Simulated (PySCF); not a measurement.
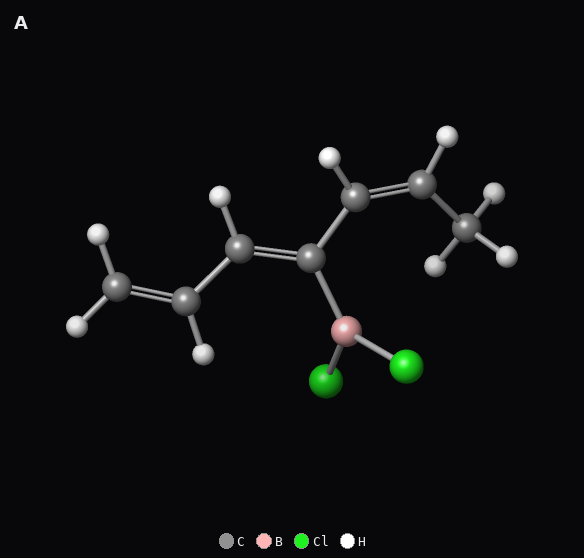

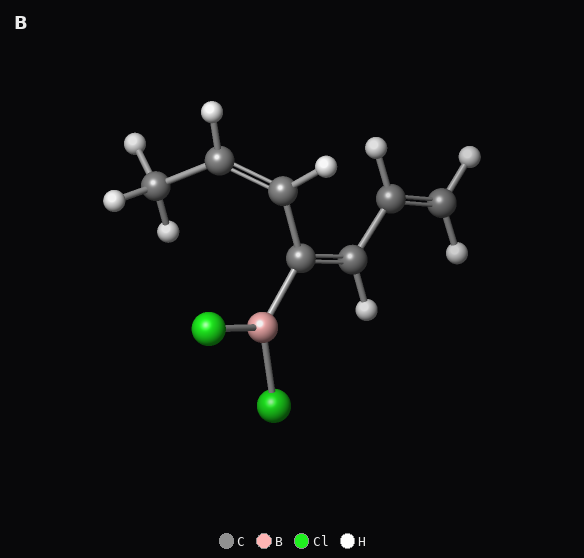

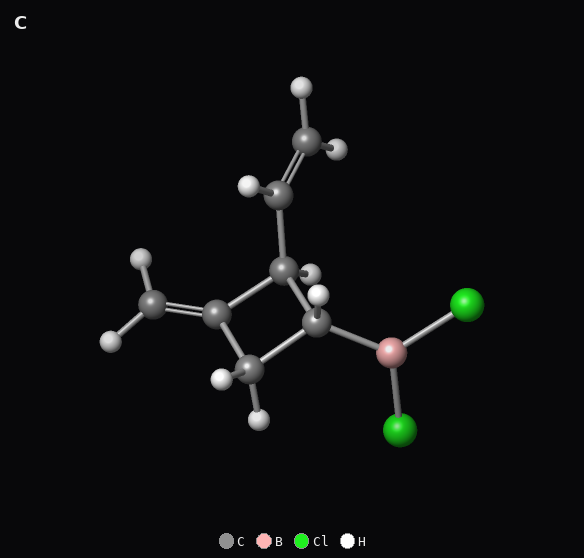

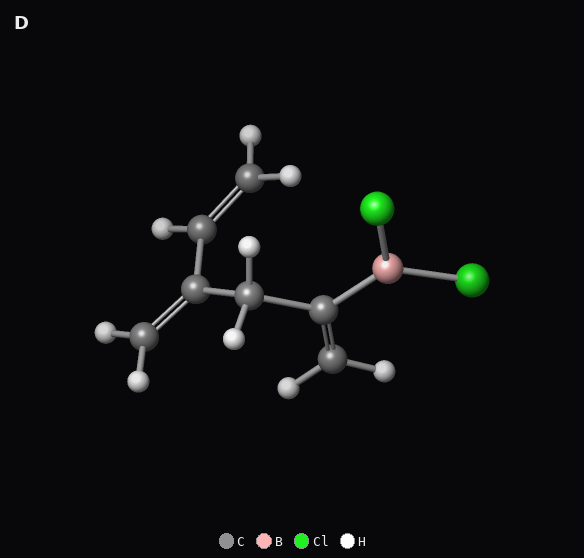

4 stationary structures of one formula. Geometries: GFN2-xTB. Electronic energies: PBE0/pcSseg-1 (PySCF 2.14.0), without zero-point energy. No frequency run is at hand to confirm each as a minimum. Each is one conformer, not always the lowest.

**Which structure is the most stable?**

B is lowest; A lies 2.8 kcal/mol above it, D lies 6.3 kcal/mol above it, C lies 10.8 kcal/mol above it. A is `C=C/C=C(/C=C\C)B(Cl)Cl`, B is `C=C/C=C(\C=C/C)B(Cl)Cl`, C is `C=C[C@@H]1C(=C)C[C@H]1B(Cl)Cl`, D is `C=CC(=C)CC(=C)B(Cl)Cl`.

The geometry is semi-empirical. Around B such bond lengths and angles can be off by a tenth of an ångström or more and by several degrees, and values that hang on the shape move with them.
